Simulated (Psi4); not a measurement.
# A workflow on C2H5In (SMILES C=[CH][InH2])

Aim: a series of 10 runs (PBE-D4/def2-SVP, PBE0-D4/def2-TZVP, PBE-D4/def2-TZVPP, r2SCAN-D4/def2-TZVPP, B3LYP-D4/def2-TZVPP, PBE0-D4/def2-TZVPP, wB97M-V/def2-TZVPP, CCSD(T)/def2-TZVPP, and more) of C2H5In. 

The calculation is run with Psi4 1.11.

### 1 The molecule

C2H5In has 8 atoms, charge 0, and is taken as a singlet. As SMILES, `C=[CH][InH2]`. The shape comes from GFN2-xTB, rattled, which is rough for such elements, and wasn't checked as a minimum. The run starts from this shape.

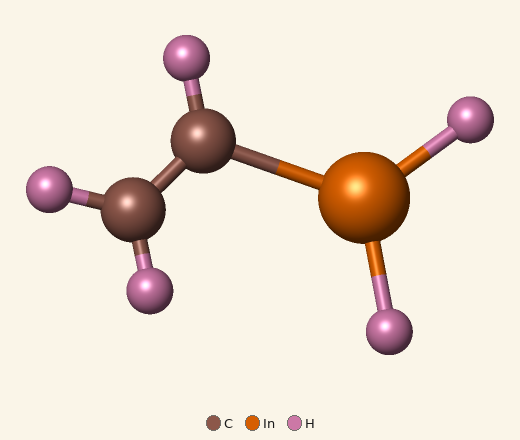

Viewed from a chosen angle; carbon brown, indium orange, hydrogen pink.

### 2 A structure relaxation at PBE-D4/def2-SVP (density fitting, core potential) (run 1)

Contents of job.dat:

```
memory 3300 MB

molecule mol {
  C     -1.004722     1.058657    -0.047540
  C      0.177000     0.686543    -0.444070
  In     0.860799    -1.277694     0.246138
  H     -1.654374     0.428762     0.509565
  H     -1.442665     2.048790    -0.304816
  H      0.856084     1.364574    -0.938575
  H      2.399894    -1.987678    -0.174760
  H     -0.234633    -2.301605     1.148151
  symmetry c1
}

set {
  basis def2-SVP
  scf_type df
  geom_maxiter 60
  max_force_g_convergence 0.0005
}

energy_value, wavefunction = opt("pbe-d4", return_wfn=True)
```

The run is started by

```bash
psi4 job.dat job.out -n 2
```

job.out:

```text
[...]
    !!!  WARNING: ECP capability is in beta. Please check occupations closely.  !!!
[...]
  Running in c1 symmetry.
[...]
  Nuclear repulsion =  108.517806854288381
[...]
  Multiplicity = 1
[...]
  Nalpha       = 19
  Nbeta        = 19
[...]
    Number of basis functions: 79
[...]
   @DF-RKS iter   1:  -268.68522201328045   -7.43772e-01   1.03683e-02 DIIS/ADIIS
[...]
    !!!  WARNING: ECP capability is in beta. Please check occupations closely.  !!!
[...]
   @DF-RKS iter   8:  -269.10960751882720   -1.76215e-12   7.37726e-09 DIIS
[...]
  @DF-RKS Final Energy:  -269.10960751882720
   => Energetics <=
    Nuclear Repulsion Energy =            107.3081881775610213
    One-Electron Energy =                -653.3285218370914436
    Two-Electron Energy =                 306.0821259143775706
    DFT Exchange-Correlation Energy =     -29.1665590882756334
    Empirical Dispersion Energy =          -0.0048406853986503
    VV10 Nonlocal Energy =                  0.0000000000000000
    Total Energy =                       -269.1096075188272039
[...]
 Multipole Moments:
 ------------------------------------------------------------------------------------
     Multipole            Electronic (a.u.)      Nuclear  (a.u.)        Total (a.u.)
 ------------------------------------------------------------------------------------
 L = 1.  Multiply by 2.5417464519 to convert [e a0] to [Debye]
 Dipole X            :         20.0641749          -20.1503025           -0.0861276
 Dipole Y            :        -31.9083030           32.1522644            0.2439613
 Dipole Z            :          5.7787935           -5.8520134           -0.0732199
 Magnitude           :                                                    0.2688796
[...]
  -Total Gradient:
     Atom            X                  Y                   Z
    ------   -----------------  -----------------  -----------------
       1       -0.000175237739    -0.000005461291     0.000022974783
       2       -0.000207089712    -0.000114194242     0.000065273687
       3        0.000254730523    -0.000019622727    -0.000144316287
       4        0.000221049253     0.000112570838    -0.000169351638
       5        0.000115989414     0.000017236343    -0.000031149645
       6       -0.000136059096     0.000157055838     0.000109230493
       7       -0.000034998019    -0.000074277358     0.000013102808
       8       -0.000033041709     0.000013629114     0.000108312382
[...]
```

Standard output:

```text
Optimizer: Optimization complete!
```

It took 4.2 min on 2 threads of Intel Xeon at 2.50GHz (Skylake/Cascade Lake), shared host; peak memory 0.66 GiB.

Step by step:

| step | energy from the first frame kept (eV) | largest force (eV/Å) |
| --- | --- | --- |
| 0 | 0.0000 | 3.0474 |
| 1 | -0.1408 | 0.4475 |
| 2 | 0.0728 | 1.8284 |
| 3 | -0.1037 | 0.6946 |
| 4 | -0.1689 | 0.1317 |
| 5 | -0.1715 | 0.0920 |
| 6 | -0.1725 | 0.0348 |
| 7 | -0.1727 | 0.0154 |

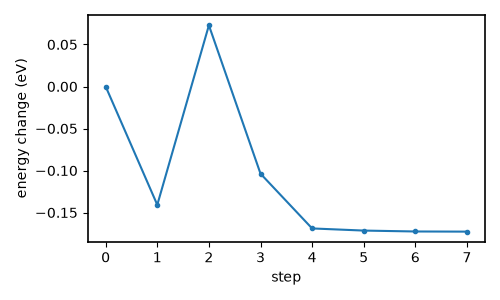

Energy along the run.

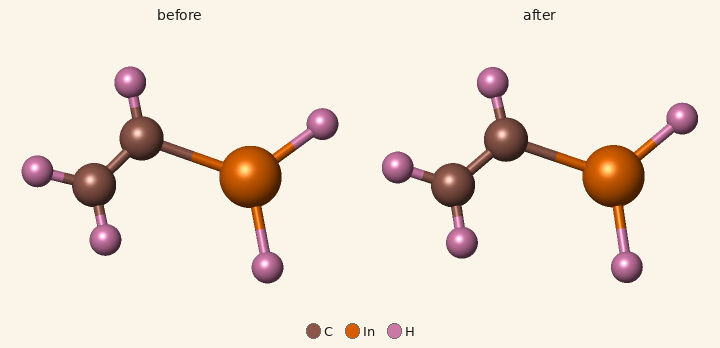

Before and after, at one scale.

After the run. Bond lengths: C1–C2 1.350 Å, C2–In3 2.164 Å, C1–H4 1.105 Å, C1–H5 1.107 Å, C2–H6 1.106 Å, In3–H7 1.746 Å, In3–H8 1.750 Å. Angles: C1–C2–In3 121.3°, C1–C2–H6 117.8°, In3–C2–H6 120.9°, C2–C1–H4 122.2°, C2–C1–H5 122.3°, C2–In3–H7 122.0°, C2–In3–H8 115.7°, H4–C1–H5 115.4°, H7–In3–H8 122.3°.

### 3 A geometry optimisation at PBE0-D4/def2-TZVP (density fitting, core potential) (run 2)

Contents of input.dat:

```
memory 3300 MB

molecule m {
  0 1
  C     -1.052669     1.119890    -0.034472
  C      0.184906     0.682858    -0.350783
  In     0.865801    -1.286445     0.234899
  H     -1.768723     0.500430     0.535172
  H     -1.419436     2.122519    -0.327623
  H      0.842403     1.364072    -0.922762
  H      2.442246    -1.890880    -0.209318
  H     -0.265759    -2.230736     1.179097
  units angstrom
  symmetry c1
}

set reference rks
set scf_type df
set geom_maxiter 50
set max_force_g_convergence 0.0002

e = optimize("pbe0-d4/def2-TZVP")
print_variables()
```

The run is started by

```bash
psi4 input.dat output.dat -n 2
```

output.dat:

```text
[...]
    !!!  WARNING: ECP capability is in beta. Please check occupations closely.  !!!
[...]
  Running in c1 symmetry.
[...]
  Nuclear repulsion =  107.308190108440755
[...]
  Multiplicity = 1
[...]
  Nalpha       = 19
  Nbeta        = 19
[...]
    Number of basis functions: 142
[...]
   @DF-RKS iter   1:  -268.80472787728274   -9.47184e-01   6.28401e-03 DIIS/ADIIS
[...]
    !!!  WARNING: ECP capability is in beta. Please check occupations closely.  !!!
[...]
   @DF-RKS iter   8:  -269.21802523009165   -1.36424e-12   2.03591e-09 DIIS
[...]
  @DF-RKS Final Energy:  -269.21802523009165
   => Energetics <=
    Nuclear Repulsion Energy =            108.7997081618949835
    One-Electron Energy =                -656.6039412507881252
    Two-Electron Energy =                 300.8995948185627753
    DFT Exchange-Correlation Energy =     -22.3092694257288962
    Empirical Dispersion Energy =          -0.0041175340323803
    VV10 Nonlocal Energy =                  0.0000000000000000
    Total Energy =                       -269.2180252300916550
[...]
 Multipole Moments:
 ------------------------------------------------------------------------------------
     Multipole            Electronic (a.u.)      Nuclear  (a.u.)        Total (a.u.)
 ------------------------------------------------------------------------------------
 L = 1.  Multiply by 2.5417464519 to convert [e a0] to [Debye]
 Dipole X            :         19.7550633          -19.8208871           -0.0658238
 Dipole Y            :        -31.4977819           31.7309209            0.2331390
 Dipole Z            :          5.6983503           -5.7751006           -0.0767503
 Magnitude           :                                                    0.2541203
[...]
  -Total Gradient:
     Atom            X                  Y                   Z
    ------   -----------------  -----------------  -----------------
       1       -0.000053391807     0.000015567978    -0.000033709386
       2        0.000015194836     0.000010668688     0.000029053066
       3        0.000038466003    -0.000018624625    -0.000014141179
       4        0.000017607856     0.000012430279     0.000006837157
       5        0.000014847545    -0.000008996161     0.000002825276
       6       -0.000002847855    -0.000005322596    -0.000001979140
       7       -0.000003252825     0.000015985991    -0.000009255995
       8       -0.000022268087     0.000026785147    -0.000003288549
[...]
```

On the terminal:

```text
Optimizer: Optimization complete!
```

Run time: 5.1 min. Hardware: 2 threads of Intel Xeon at 2.50GHz (Skylake/Cascade Lake), shared host; peak memory 1.2 GiB.

Steps, from the record of the run:

```csv
step,energy from the first frame kept (eV),largest force (eV/Å)
0,0.0000,0.5955
1,-0.0360,0.1374
2,-0.0363,0.0968
3,-0.0335,0.1913
4,-0.0373,0.0200
5,-0.0374,0.0033
```

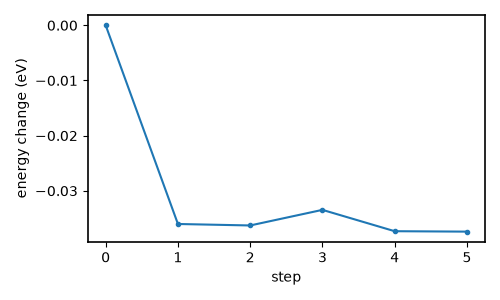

Energy along the run.

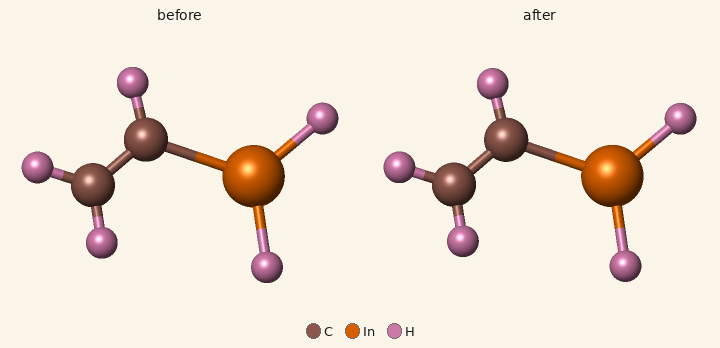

Before and after, at one scale.

After the run. Bond lengths: C1–C2 1.332 Å, C2–In3 2.135 Å, C1–H4 1.088 Å, C1–H5 1.089 Å, C2–H6 1.089 Å, In3–H7 1.724 Å, In3–H8 1.728 Å. Angles: C1–C2–In3 121.2°, C1–C2–H6 117.6°, In3–C2–H6 121.2°, C2–C1–H4 122.2°, C2–C1–H5 122.4°, C2–In3–H7 121.9°, C2–In3–H8 115.9°, H4–C1–H5 115.4°, H7–In3–H8 122.2°.

Runs 3 to 8 aren't shown in full; the table further down has their settings and results.

### 4 The energy at CCSD(T)/def2-TZVPP (density fitting, density fitting for correlation) (run 9)

Contents of calc.inp:

```
memory 3.3 GB

molecule m {
  C
  C 1 R2
  In 2 R3 1 A3
  H 1 R4 2 A4 3 D4
  H 1 R5 4 A5 2 D5
  H 2 R6 1 A6 4 D6
  H 3 R7 2 A7 6 D7
  H 3 R8 7 A8 2 D8

  R2 = 1.332477
  R3 = 2.134959
  A3 = 121.19093
  R4 = 1.087687
  A4 = 122.19923
  D4 = 0.08124
  R5 = 1.089285
  A5 = 115.40045
  D5 = -179.9711
  R6 = 1.088741
  A6 = 117.59367
  D6 = -179.99009
  R7 = 1.723892
  A7 = 121.85655
  D7 = -0.04405
  R8 = 1.727964
  A8 = 122.22975
  D8 = 179.97608
  symmetry c1
}

set basis def2-TZVPP
set scf_type df
set num_frozen_docc 6
set cc_type df

energy("ccsd(t)")
```

The run is started by

```bash
psi4 -n 2 calc.inp calc.out
```

calc.out:

```text
Psi4 1.11 release

    For method 'CCSD(T)', SCF Algorithm Type (re)set to DISK_DF.

   => Loading Basis Set <=

    Name: DEF2-TZVPP
    Role: ORBITAL
    Keyword: BASIS

    !!!  WARNING: ECP capability is in beta. Please check occupations closely.  !!!

         ---------------------------------------------------------
                                   SCF
                              RHF Reference
                        2 Threads,   3147 MiB Core
         ---------------------------------------------------------

  ==> Geometry <==

    Molecular point group: c1
    Full point group: C1

    Geometry (in Angstrom), charge = 0, multiplicity = 1:

[... 100 lines left out ...]
   @DF-RHF iter   3:  -267.82354435091258   -3.39730e-02   1.93152e-04 DIIS/ADIIS
[... 5 lines left out ...]
   @DF-RHF iter   9:  -267.82454849749990   -3.91481e-09   9.12097e-08 DIIS
[... 38 lines left out ...]
    Nuclear Repulsion Energy =            108.7997081996830957
[... 19 lines left out ...]
 Dipole Z            :         26.9925192          -27.0875357           -0.0950166
[... 93 lines left out ...]
        SS MP2 correlation energy:           -0.166937127242
[... 6 lines left out ...]
      * CCSD total energy:                 -268.470478876426
[... 5 lines left out ...]
  Time per iteration:                  50.13 s (user)
                                        5.60 s (system)
                                       40.86 s (total)

	total time  =        579 seconds =       9.65 minutes

        *******************************************************
        *                                                     *
        *                      CCSD(T)                        *
        *                                                     *
        *******************************************************

        Using low-memory algorithm.

        num_threads:                      2
        available memory:        3147.13 mb
        memory requirements:       71.43 mb

        Number of abc combinations: 735130

        Computing (T) correction...

        % complete  total time
              10.0       102 s
              20.0       175 s
              30.0       242 s
              40.0       283 s
              50.0       341 s
              60.0       373 s
              70.0       414 s
```

Run time: 17 min. Hardware: 2 threads of Intel Xeon at 2.50GHz (Skylake/Cascade Lake), shared host.

Time ran out before the run finished.

### 5 A single-point energy at MP2/def2-QZVPP (density fitting, core potential, density fitting for correlation) (run 10)

Contents of job.in:

```
memory 3.3 GB

molecule {
  C     -1.93669338     2.07218107    -0.04944468
  C      0.36103785     1.24599470    -0.66447117
  In     1.62850928    -2.42087712     0.44217135
  H     -3.25735494     0.93003627     1.03506158
  H     -2.62186839     3.93482553    -0.59561900
  H      1.56751837     2.50753807    -1.75345986
  H      4.59190598    -3.52455276    -0.34056833
  H     -0.49577721    -4.20557415     2.16407845
  units bohr
  symmetry c1
}

set {
  scf_type        df
  num_frozen_docc 6
}

energy_value = energy('mp2/def2-QZVPP')
print_variables()
```

The run is started by

```bash
psi4 -n 2 job.in job.out
```

job.out:

```text
[...]
    !!!  WARNING: ECP capability is in beta. Please check occupations closely.  !!!
[...]
  Running in c1 symmetry.
[...]
  Nuclear repulsion =  108.799706919643540
[...]
  Multiplicity = 1
[...]
  Nalpha       = 19
  Nbeta        = 19
[...]
    Number of basis functions: 346
[...]
   @DF-RHF iter   1:  -267.65670446712807   -1.45202e+00   1.70771e-03 ADIIS/DIIS
[...]
   @DF-RHF iter  11:  -267.82951067711383   -1.18916e-10   8.14850e-09 DIIS
[...]
    Orbital Energies [Eh]
    ---------------------
    Doubly Occupied:
       1A    -11.235357     2A    -11.217511     3A     -5.373275
       4A     -3.634583     5A     -3.625730     6A     -3.624969
       7A     -1.040275     8A     -1.020738     9A     -1.015849
      10A     -1.015581    11A     -1.012531    12A     -0.998615
      13A     -0.763177    14A     -0.624564    15A     -0.570850
      16A     -0.521408    17A     -0.402981    18A     -0.385139
      19A     -0.376453
[...]
  @DF-RHF Final Energy:  -267.82951067711383
   => Energetics <=
    Nuclear Repulsion Energy =            108.7997069196435405
    One-Electron Energy =                -656.3392607290541036
    Two-Electron Energy =                 279.7100431322967324
    Total Energy =                       -267.8295106771138308
[...]
 Multipole Moments:
 ------------------------------------------------------------------------------------
     Multipole            Electronic (a.u.)      Nuclear  (a.u.)        Total (a.u.)
 ------------------------------------------------------------------------------------
 L = 1.  Multiply by 2.5417464519 to convert [e a0] to [Debye]
 Dipole X            :         19.7736314          -19.8208847           -0.0472533
 Dipole Y            :        -31.5264444           31.7309228            0.2044785
 Dipole Z            :          5.7033309           -5.7750957           -0.0717648
 Magnitude           :                                                    0.2217983
[...]
```

It took 44 s on 2 threads of Intel Xeon at 2.50GHz (Skylake/Cascade Lake), shared host; peak memory 1.1 GiB.

### 6 Overview of the runs

```csv
run,level,geom maxiter,max force g convergence,energy (Eh),wall time
1,"PBE-D4/def2-SVP (density fitting, core potential)",60,0.0005,-269.109608,4.2 min
2,"PBE0-D4/def2-TZVP (density fitting, core potential)",50,0.0002,-269.218025,5.1 min
3,PBE0-D4/def2-TZVP (density fitting),–,–,timeout,28 min
4,PBE-D4/def2-TZVPP (density fitting),–,–,timeout,2 min
5,r2SCAN-D4/def2-TZVPP (density fitting),–,–,timeout,2 min
6,B3LYP-D4/def2-TZVPP (density fitting),–,–,timeout,2 min
7,PBE0-D4/def2-TZVPP (density fitting),–,–,timeout,2 min
8,wB97M-V/def2-TZVPP (density fitting),–,–,timeout,2 min
9,"CCSD(T)/def2-TZVPP (density fitting, density fitting for correlation)",–,–,timeout,17 min
10,"MP2/def2-QZVPP (density fitting, core potential, density fitting for correlation)",–,–,-268.659025,44 s
```

### 7 Results

| quantity | value |
| --- | --- |
| run 10, MP2/def2-QZVPP: total energy | -268.65902 Eh |
| run 10, MP2/def2-QZVPP: HOMO energy (Hartree–Fock orbitals) | -10.24 eV |
| run 10, MP2/def2-QZVPP: LUMO energy (Hartree–Fock orbitals) | 0.65 eV |
| run 10, MP2/def2-QZVPP: HOMO–LUMO gap (Hartree–Fock orbitals) | 10.89 eV |
| run 10, MP2/def2-QZVPP: correlation energy (6 core orbitals frozen) | -829.5 mEh |

What this shows: Totals of different functionals can't be ranked against each other. All runs together took 65 min, the longest 28 min. 7 of the 10 runs did not end normally.
